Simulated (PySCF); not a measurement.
System: C₅H₉OSi (doublet).

Input file:

```
{"job": {"kind": "epr", "basis": "pcH-1"}, "charge": 0, "multiplicity": 2}
C      1.977983     0.094241    -0.400415
C      0.826457     0.805264     0.316843
C      0.069293    -0.160369     1.180950
C     -0.967098    -0.887151     0.783192
C     -1.535373    -0.868409    -0.597787
Si    -1.421859     0.949640    -1.175853
O      0.020911     1.465651    -0.633257
H      1.586140    -0.708432    -1.020081
H      2.668339    -0.322079     0.328578
H      2.506885     0.801114    -1.034737
H      1.245926     1.600373     0.950480
H      0.433787    -0.241066     2.195342
H     -1.463383    -1.527612     1.502291
H     -2.552494    -1.256811    -0.597267
H     -0.946525    -1.523033    -1.244372
H     -2.456589     1.787624    -0.565318
```

Run with:

```sh
OMP_NUM_THREADS=1 python probes_run.py task.json out
```

Geometry: GFN2-xTB.

Theory: UKS B3LYP, pcH-1 on C H O Si, non-relativistic, mean-field spin-orbit, GIAO in PySCF 2.14.0, density-fitted response routines.

> What will maps of the electron density, electron localisation function and spin density show?

C–C (1.33 Å): ρ is about 2.3 e/Å³ halfway; the ELF peaks at about 0.95 between the atoms (a multiple bond).
C–H (1.08 Å): ρ is about 2 e/Å³ halfway; the ELF climbs to about 1 towards the hydrogen, as it does in any bond to H (a covalent bond by its length).
C–C (1.49 Å): the density is about 1.7 e/Å³ at the midpoint; the ELF peaks at about 0.95 between the atoms; a covalent bond.
The unpaired spin (1 electron) lies mostly on Si6 (about 0.7) and H16 (about 0.1), in electrons by Hirshfeld's partition.

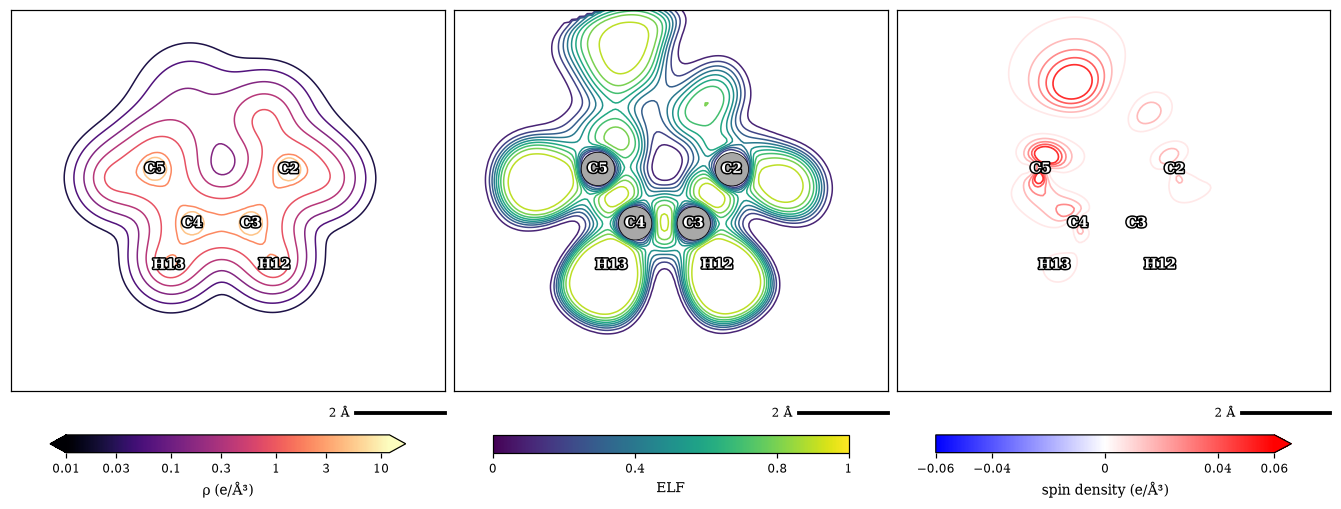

Computed electron density, electron localisation function and spin density on the plane of atoms C2, C3 and C4, in this order. Grey discs cover the atomic cores in the ELF map. 
